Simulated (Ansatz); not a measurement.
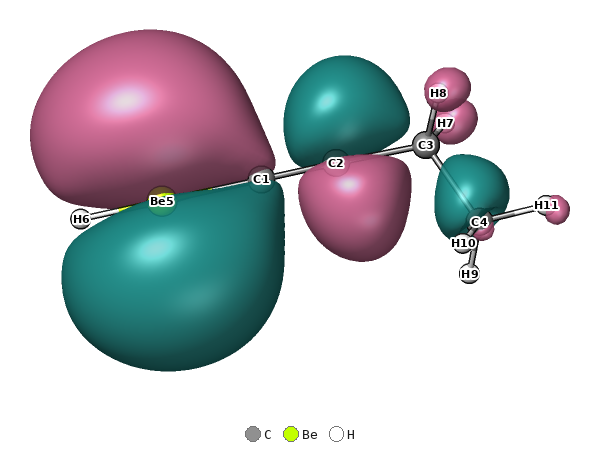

Figure. C$_{4}$H$_{6}$Be. The LUMO at ±0.06 Å⁻³ᐟ² (teal and pink are the two phases), seen at a tilt.

Geometry: B3LYP-D3(BJ)/6-311G**.

Method: isolated molecule in a Gaussian basis; Kohn-Sham density functional theory, functional PBE0 in Ansatz 0.2.0.

```xyz
11

C     1.2856    0.8596   -3.4859
C     2.1629    0.3115   -2.8424
C     3.1910   -0.3468   -2.0482
C     2.6987   -0.7463   -0.6455
Be    0.1232    1.5890   -4.3451
H    -0.8292    2.1857   -5.0462
H     3.5414   -1.2347   -2.5866
H     4.0556    0.3212   -1.9629
H     1.8554   -1.4358   -0.7146
H     2.3730    0.1326   -0.0862
H     3.5010   -1.2346   -0.0878
```

Where does this orbital lie, and at what energy?

Answer. By Hirshfeld shares it lies mainly on Be5 (about 55 %), C1 (about 15 %) and C2 (about 15 %). Its energy is −0.88 eV.
